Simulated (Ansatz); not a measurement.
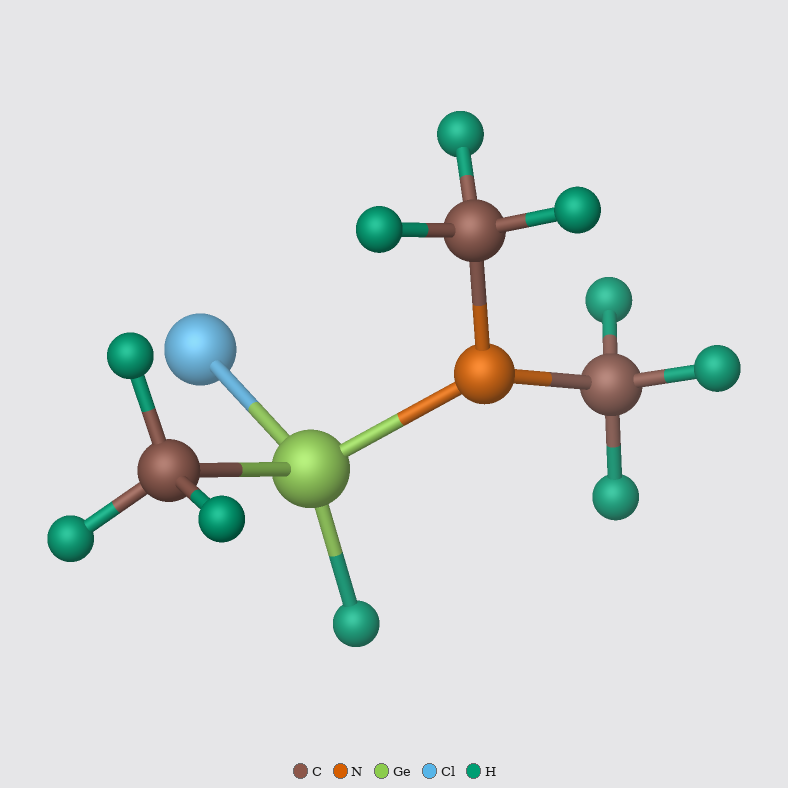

Computed geometry: PBE-D4/def2-SVP optimisation. No frequency run is at hand to confirm it as a minimum.

Give the structural formula.

SMILES: C[N](C)[Ge@@H]([CH3])[Cl]

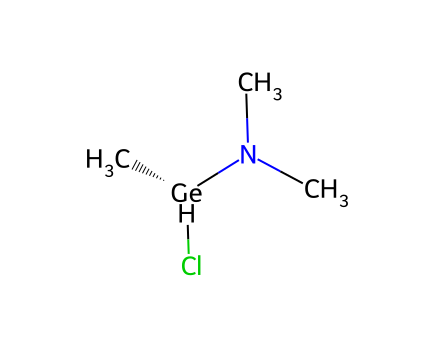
